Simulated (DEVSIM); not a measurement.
Device: Pd/SiON/p-Ge capacitor, at 400 K.

```csv
layer (left to right),material,thickness (nm),Na (cm⁻³)
1,SiON,5.70,-
2,Ge,2000,8.6e16
```

Metal gate on the left, work function 5.2 eV. Fixed charge at the semiconductor interface 0 cm⁻² (in units of +e); no interface traps.

Constants are typed, rounded textbook-type inputs, not results; the design itself was drawn at random and stands for no fabricated device. Values at 300 K; Nc and Nv go as T^1.5, mobilities as T to minus their exponent, the gap by Varshni's rule with the affinity fixed.

```
parameter         SiON        Ge
----------------  ----  --------
gap (eV)             7     0.664
affinity (eV)      1.4         4
permittivity       5.5        16
Nc (cm⁻³)            -   1.04e19
Nv (cm⁻³)            -      6e18
Varshni α (eV/K)     -  0.000477
Varshni β (K)        -       235
```

Simulated with DEVSIM: 1D Poisson equation in equilibrium, Boltzmann statistics, complete ionisation; no quantum confinement or tunnelling. Metal contacts follow the ideal Schottky-Mott rule: no Fermi-level pinning, no interface dipoles.

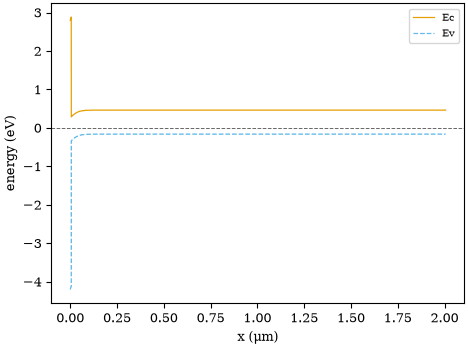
*Band edges at 1.0 V on the gate*

Energies count from the Fermi level of the right contact; mesh points crowd at the junctions.

```csv
x (μm),Ec (eV),Ev (eV),n (cm⁻³),p (cm⁻³),field (V/cm)
0.000,2.800,-4.200,< 1e2,< 1e2,150000
0.001031,2.816,-4.184,< 1e2,< 1e2,150000
0.002684,2.841,-4.159,< 1e2,< 1e2,150000
0.004370,2.867,-4.133,< 1e2,< 1e2,150000
0.005781,0.288,-0.336,3.8e15,5.3e14,53000
0.007156,0.295,-0.329,3.1e15,6.6e14,51000
0.009869,0.308,-0.316,2.1e15,9.7e14,49000
0.01829,0.346,-0.278,7.0e14,2.9e15,40000
0.03352,0.397,-0.227,1.6e14,1.3e16,27000
0.06354,0.446,-0.178,3.9e13,5.3e16,8300
0.1247,0.462,-0.162,2.4e13,8.4e16,380
0.3253,0.463,-0.161,2.4e13,8.6e16,≈ 0
0.6576,0.463,-0.161,2.4e13,8.6e16,≈ 0
1.243,0.463,-0.161,2.4e13,8.6e16,≈ 0
1.721,0.463,-0.161,2.4e13,8.6e16,≈ 0
1.866,0.463,-0.161,2.4e13,8.6e16,≈ 0
1.938,0.463,-0.161,2.4e13,8.6e16,≈ 0
1.974,0.463,-0.161,2.4e13,8.6e16,≈ 0
1.994,0.463,-0.161,2.4e13,8.6e16,≈ 0
2.001,0.463,-0.161,2.4e13,8.6e16,≈ 0
2.004,0.463,-0.161,2.4e13,8.6e16,≈ 0
2.006,0.463,-0.161,2.4e13,8.6e16,≈ 0
```
